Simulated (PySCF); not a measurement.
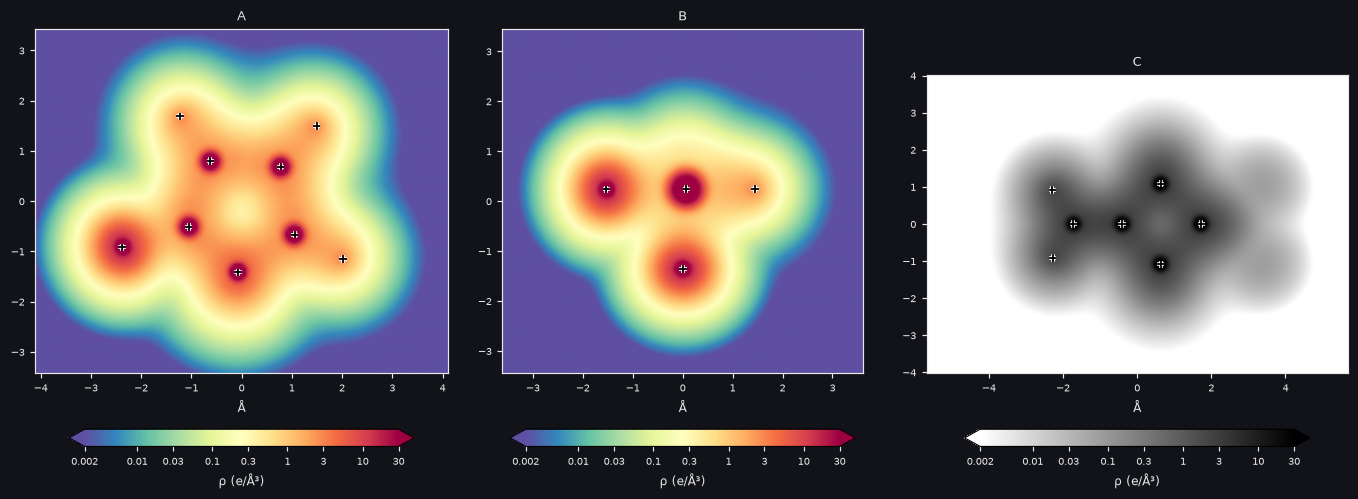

The total electron density of 3 systems, each on a plane through atoms (crosses mark nuclei in the plane).

All numbers below come from PySCF, PBE0/pcSseg-1, SCF density, gas phase, non-relativistic.

System 1: C$_{4}$H$_{3}$FN (SMILES Fc1ccc[n-]1) (charge −1), the molecular plane. Geometry: GFN2-xTB.

```tsv
atom	x (Å)	y (Å)	z (Å)
F	2.5205	-0.2736	0.2577
C	1.1427	-0.2228	0.1336
C	0.4129	0.9134	-0.1410
C	-0.9179	0.4561	-0.1649
C	-0.8576	-0.8984	0.0959
N	0.4124	-1.3287	0.2820
H	0.7821	1.9144	-0.3000
H	-1.8048	1.0482	-0.3493
H	-1.6767	-1.6025	0.1608
```

System 2: C$_{6}$H$_{8}$F$_{2}$ (SMILES C=C1CC(C(F)F)C1), the plane of atoms C3, C4 and C8. Geometry: GFN2-xTB, NEB image 0 of 0 to 8.

```xyz
16

C     2.4935   -0.3415    0.1521
C     1.2179   -0.0633   -0.0085
C     0.0857   -0.7417   -0.7353
C    -0.8644    0.3557   -0.2133
C    -1.9146   -0.1504    0.7527
F    -2.5937    0.8820    1.3152
F    -2.8440   -0.9053    0.1131
C     0.3271    1.0508    0.4767
H     3.1405    0.2955    0.7309
H     2.9407   -1.2161   -0.2890
H     0.1934   -0.7606   -1.8184
H    -0.1457   -1.7508   -0.3946
H    -1.3593    0.9444   -0.9864
H    -1.4964   -0.7583    1.5707
H     0.2425    1.1369    1.5599
H     0.5692    2.0316    0.0713
```

System 3: F$_{4}$HP, the plane of atoms F1, P2 and F3. Geometry: GFN2-xTB.

| atom | x (Å) | y (Å) | z (Å) |
| --- | --- | --- | --- |
| F | 1.4338 | 0.4843 | -0.2169 |
| P | -0.0666 | -0.0226 | 0.0058 |
| F | -0.5533 | 1.4174 | -0.4928 |
| F | 0.3068 | -0.2381 | 1.5456 |
| F | 0.2416 | -1.1784 | -1.0572 |
| H | -1.3592 | -0.4606 | 0.1939 |

### Match each panel to its system.

Panel A is system 1, C$_{4}$H$_{3}$FN: the plane holds F, C, N and H. C–N (1.33 Å): ρ is about 2.5 e/Å³ halfway. Panel B is system 3, F$_{4}$HP: the plane holds F, P and H. P–F (1.60 Å): ρ at the midpoint is about 1.3 e/Å³. Panel C is system 2, C$_{6}$H$_{8}$F$_{2}$: the plane holds C and H. C–C (1.32 Å): the density is about 2.3 e/Å³ at the midpoint.
